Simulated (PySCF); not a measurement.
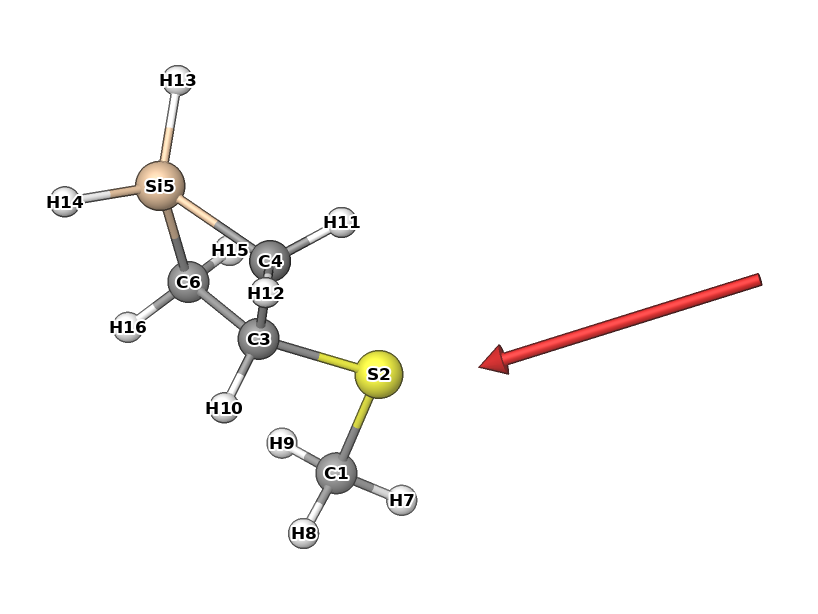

The arrow beside the molecule shows the direction of the dipole moment, from the negative to the positive end (its length means nothing). The computed structure is the end point of a GFN2-xTB optimisation. No frequency run is at hand to confirm it as a minimum. Properties computed with PBE0/def2-SVPD, gas phase (PySCF 2.14.0).

Question: How large is the dipole moment?

Answer: 1.64 D; it points from the side of H11 to the side of H14, H16 (the outermost atoms at the two ends).

The geometry is semi-empirical. Around Si such bond lengths and angles can be off by a tenth of an ångström or more and by several degrees, and values that hang on the shape move with them.
